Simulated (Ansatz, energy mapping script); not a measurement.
# RbCrBr3 in a distorted perovskite structure: J from the energies of magnetic orders (octahedra turned by 15°), part 2 of 2

Aim: the exchange couplings of RbCrBr3 in a distorted perovskite structure from the energies of a few collinear orders, and the ordering temperature that they give.

PBEsol with U = 3.32 eV on Cr d, ortho-atomic projectors; plane waves, U on orthogonalised atomic orbitals unless named otherwise, collinear spin, no spin–orbit coupling.

So far. Step 3 (Run 1 (parallel; cell A, 10 atoms)): The run ends ferromagnetic.

## Step 4: Compensated +− start in cell A (10 atoms)

This order reverses 4 of the 4 neighbours at 5.07 Å, counted for an average magnetic atom.

Contents of input.yaml:

```yaml
crystal:
  lattice:
    - [0.0, 0.0, 5.24958987]
    - [5.0707144329, 5.0707144329, 0.0]
    - [-5.0707144329, 5.0707144329, 0.0]
  atoms:
    - { symbol: Rb, position: [0.5, 0.0, 0.5] }
    - { symbol: Rb, position: [0.5, 0.5, 0.0] }
    - { symbol: Cr, position: [0.0, 0.0, 0.0], spin: 3.0 }
    - { symbol: Cr, position: [0.0, 0.5, 0.5], spin: -3.0 }
    - { symbol: Br, position: [0.5, 0.0, 0.0] }
    - { symbol: Br, position: [0.5, 0.5, 0.5] }
    - { symbol: Br, position: [0.0, 0.316987298, 0.183012702] }
    - { symbol: Br, position: [0.0, 0.683012702, 0.816987298] }
    - { symbol: Br, position: [0.0, 0.183012702, 0.683012702] }
    - { symbol: Br, position: [0.0, 0.816987298, 0.316987298] }
magnetization:
  spin_polarized: true
kpoints:
  mp_grid: { grid: [7, 5, 5] }
hamiltonian:
  xc: pbesol
  hubbard:
    sites:
      - { species: Cr, l: d, u_eff: 3.32 }
      - { site: 2, l: d, u_eff: 3.32, starting_ns: [{ spin: up, occupation_matrix: cr3_major }, { spin: down, occupation_matrix: cr3_minor }] }
      - { site: 3, l: d, u_eff: 3.32, starting_ns: [{ spin: up, occupation_matrix: cr4_minor }, { spin: down, occupation_matrix: cr4_major }] }
    projectors: ortho-atomic
    occupation_matrices:
      cr3_major:
        matrix:
          - [0.719, 0.0, 0.0, 0.0, 0.0]
          - [0.0, 0.995, 0.0, 0.0, 0.0]
          - [0.0, 0.0, 0.995, 0.0, 0.0]
          - [0.0, 0.0, 0.0, 0.792, 0.125]
          - [0.0, 0.0, 0.0, 0.125, 0.914]
      cr3_minor:
        matrix:
          - [0.113, 0.0, 0.0, 0.0, 0.0]
          - [0.0, 0.037, 0.0, 0.0, 0.0]
          - [0.0, 0.0, 0.037, 0.0, 0.0]
          - [0.0, 0.0, 0.0, 0.1, -0.032]
          - [0.0, 0.0, 0.0, -0.032, 0.052]
      cr4_major:
        matrix:
          - [0.719, 0.0, 0.0, 0.0, 0.0]
          - [0.0, 0.995, 0.0, 0.0, 0.0]
          - [0.0, 0.0, 0.995, 0.0, 0.0]
          - [0.0, 0.0, 0.0, 0.792, -0.125]
          - [0.0, 0.0, 0.0, -0.125, 0.914]
      cr4_minor:
        matrix:
          - [0.113, 0.0, 0.0, 0.0, 0.0]
          - [0.0, 0.037, 0.0, 0.0, 0.0]
          - [0.0, 0.0, 0.037, 0.0, 0.0]
          - [0.0, 0.0, 0.0, 0.1, 0.032]
          - [0.0, 0.0, 0.0, 0.032, 0.052]
scf:
  occupations: { method: fermi_dirac, width: 0.05 }
output:
  eigenvalues: true
```

Run with:

```console
> ansatz run input.yaml --threads 4 --pin off --max-ram 8192MiB --backend cpu --events-out ev --progress --plain --runs-dir out
```

Numbers of over 12 decimals in the logs are rounded to 6 here.

Output:

```text
[...]
Crystal: 10 atoms, lattice volume = 269.956 Å³
Basis set: ecut = 420 eV, 5229 PW (Γ)
Bands: 57, of which v1, the nominal top of the filled ones, is band 44 counted from 1 (43 counted from 0)
Symmetry: 8 space group operations
[...]
k-points: 28 of 175
[...]
Starting moments: Σ|m| = 6 μB on 2 of 10 sites
Starting magnetic order: altermagnet, g-wave, planar spin-momentum locking; spin-degenerate planes through Γ normal to [0 0 1], [0 1 -1], [0 1 0], [0 1 1] of the run's lattice
[...]
SCF iter   1: F=—  HF=-29559.444126 eV  |F-HF|=—  |Δ(HF+E_count)|=         —  Δρ=3.16e-2 (↑3.16e-2 ↓3.16e-2)  dr2=6.09e0  dr2_m=1.53e0  M=0.000 μB ∫|m|=8.504 μB  β_m=1.00  ethr=3.10e-3  ⟨swp⟩=7.6  Hψ=13968  notcnv=0  defer=149
[...]
SCF iter  15: F=—  HF=-29558.371463 eV  |F-HF|=—  |Δ(HF+E_count)|=   1.20e-3  Δρ=1.41e-3 (↑1.07e-3 ↓1.41e-3)  dr2=1.55e-2  dr2_m=1.42e-3  M=-0.210 μB ∫|m|=8.656 μB  β_m=0.30  ethr=2.72e-5  ⟨swp⟩=2.0  Hψ=3237  notcnv=0  defer=311
[...]
spin-set hold released at iteration 15 (site moments' squared step at or under half its running peak, from the soft ceiling on): the magnetisation degrees of freedom join the quasi-Newton model from the next iteration; the mixer history was flushed
SCF iter  16: F=—  HF=-29558.372040 eV  |F-HF|=—  |Δ(HF+E_count)|=   5.76e-4  Δρ=2.49e-3 (↑2.49e-3 ↓2.33e-3)  dr2=3.47e-2  dr2_m=8.24e-3  M=-0.015 μB ∫|m|=8.651 μB  β_m=0.18  ethr=1.76e-5  ⟨swp⟩=2.0  Hψ=4146  notcnv=0  defer=311  recentre
[...]
SCF iter  36: F=-29558.372288 eV  HF=-29558.372288 eV  |F-HF|=1.08e-8  |Δ(HF+E_count)|=   7.41e-9  Δρ=1.38e-6 (↑1.28e-6 ↓1.38e-6)  dr2=1.37e-8  dr2_m=2.31e-9  M=0.000 μB ∫|m|=8.654 μB  ethr=1.14e-10  ⟨swp⟩=12.9  Hψ=13260  notcnv=0
SCF 1 converged in 36 iterations: F = -29558.372288 eV  dr2 = 1.37e-8
[...]
SCF converged after 36 iterations
Magnetization: 0.0001 μB (44.0001 up, 43.9999 down)
Absolute magnetization: 8.6458 μB (∫|ρ↑−ρ↓|, with the PAW one-centre terms)
[...]
Per-site moments (μB) at R_I (Å): [(1.4770075459569031e-8, 1.326065), (1.477007484865874e-8, 1.326065), (3.684137, 1.082728), (-3.684072, 1.082728), (-0.047416, 1.082728), (0.047418, 1.082728), (6.533886446424093e-6, 1.082728), (6.533886446385605e-6, 1.082728), (6.533886446702492e-6, 1.082728), (6.5338864464697674e-6, 1.082728)]
Free energy (F): -29558.372288 eV
[...]
Internal energy: -29558.305566 eV  (E = F + TS)
E sigma→0 (E₀):  -29558.338927 eV
Entropy (-TS):   -0.066722 eV (-6.672 meV/atom)
Fermi energy:    5.823751 eV
[...]
--- Specified on-site occupations, and those of the state reported ---
  electrons in the specified blocks: 9.5080 specified, 9.4790 found
[...]
--- Band table (eV; the first three rows and the last of 56) ---
  k-point 0 ↑: bands = [... 40 lower, 3.9704, 4.1741, 4.1741, 4.7754, 5.7450, 8.6339, 9.1955, 9.3994, ... 9 higher]
  k-point 1 ↑: bands = [... 40 lower, 3.9739, 4.0379, 4.1672, 4.7934, 5.8088, 8.9810, 9.1986, 9.4105, ... 9 higher]
  k-point 2 ↑: bands = [... 40 lower, 3.9497, 4.1268, 4.2123, 4.8009, 5.8798, 9.1918, 9.4284, 9.5027, ... 9 higher]
  k-point 27 ↓: bands = [... 40 lower, 4.1691, 4.1866, 4.2359, 5.8064, 6.4909, 9.6968, 10.0040, 10.0156, ... 9 higher]
Occupation matrices written to <dir>
```

Wall time 30 s (4 threads of Arm Neoverse V2, shared host); peak memory 1.2 GiB; 1.9 min of CPU time.

Spin moment in the sphere by atom:

| atom | spin moment in the sphere (μB) |
| --- | --- |
| Rb1 | 0.00 |
| Rb2 | 0.00 |
| Cr3 | 3.68 |
| Cr4 | -3.68 |
| Br5 | -0.05 |
| Br6 | 0.05 |
| Br7 | 0.00 |
| Br8 | 0.00 |
| Br9 | 0.00 |
| Br10 | 0.00 |

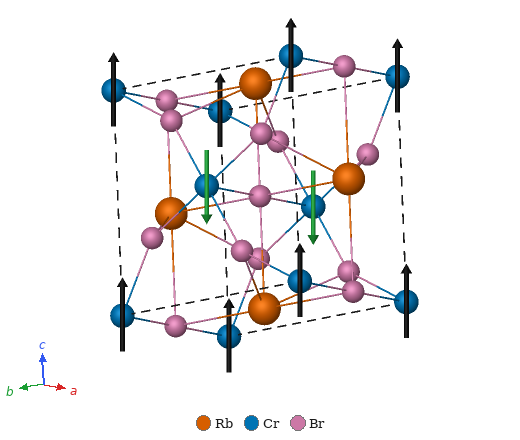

Spin moment in the sphere as arrows, the longest 3.68 μB. Up and down stand for the sign. Arrows give size and sign along the axis of quantisation, drawn up and down the page. The two directions have two colours. Some periodic images of atoms are drawn too.

The run ends antiferromagnetic, 240.46 meV a magnetic atom above the parallel order of its cell (energies taken at zero occupation width, not the printed F).

## Step 5: From energies to couplings

Each energy difference is a sum of couplings weighted by the pairs that the order reverses. A few near shells are fitted to the differences by least squares. Energies are those extrapolated to zero occupation width, not the free energies F.

Energies from the parallel order of the same cell:

| order | atoms | energy (meV a magnetic atom) | moments (μB) | moments kept as typed | opposed neighbours at 5.07 Å |
| --- | --- | --- | --- | --- | --- |
| parallel | 10 | 0.00 | 3.72 | yes | 0 |
| compensated +− | 10 | 240.46 | 3.68 | yes | 4 |

The Heisenberg fit (each pair counts twice, positive J is ferromagnetic):

| pair | distance (Å) | neighbours | J (meV) |
| --- | --- | --- | --- |
| Cr–Cr | 5.07 | 4 | 30.1 |

Limits of this fit: the pairs at 5.25 Å are left out of the fit, though near enough to matter; one energy difference fixes this value, which holds the part of every shell that the order reverses.

## Step 6: Against the first cell

The first set of orders, under PBEsol+U (3.32 eV), octahedra turned by 0°, took 2 min of CPU time summed over its finished orders (seed run apart), these 2.9 min.

| quantity | this set | first set |
| --- | --- | --- |
| J at 5.07 Å (5.25 Å in the first set), meV | 30.1 | 33.0 |

The coupling that led in the first set goes from 33.0 to 30.1 meV.

## Step 7: Results

```json
{
 "lowest order tried": "parallel",
 "largest fitted value, Cr–Cr at 5.07 Å": "30.1 meV"
}
```

What this shows: Of the orders tried, RbCrBr3 in a distorted perovskite structure (octahedra turned by 15°) prefers parallel moments under PBEsol+U (3.32 eV). How the layers stack magnetically is not fixed by these couplings. Orders that were not tried, spirals among them, may lie lower. The one fitted coupling is the Cr–Cr pair at 5.07 Å, ferromagnetic at 30 meV, across a ligand at about 150°. It also takes up the part of reversed shells that are not fitted, so neither its size nor its rank as a single path is established. The orders also reverse pairs at 7.30 Å, which are not fitted, so the fitted values hold their part too. No fitted order reverses the pairs at 7.17, 8.89 and 10.14 Å, so their coupling is unknown and is set to zero in the model. 1 energy difference fixes 1 coupling with none to spare, so the fit tests nothing. In the fitted orders moments change by up to 0.84 % against the parallel run of the same cell, so their size stays put. The pairs at 5.25 Å are nearer than the strongest fitted shell or at most 15 % farther, and these orders do not fix their coupling, so no ordering temperature is given. Every order is gapless on its mesh at this level. In a metal exchange reaches farther, and a short model of fixed moments is less apt; where the compound is in fact an insulator, these couplings come from a wrongly metallic state. The cell was built from a prototype and relaxed before the change was imposed without further relaxation; a distortion that needs a larger cell, or another structure that the compound may prefer, is not captured.

[Logs and program files are shortened in this print: banners, set-up blocks, solver, clock and traceback lines can be left out without a mark of their own.]

[Logs are printed without paths, hosts, clocks, repeated set-up lines and the standing remarks that a program may print on its own settings, such as how far it seeks lower states.]

[Hosts, paths, dates, database ids (printed as entryN), source tags and the programs' standing remarks are cut or masked in the printed files.]

[Where a cell is said to come from a database of computed structures, the database is the Materials Project.]
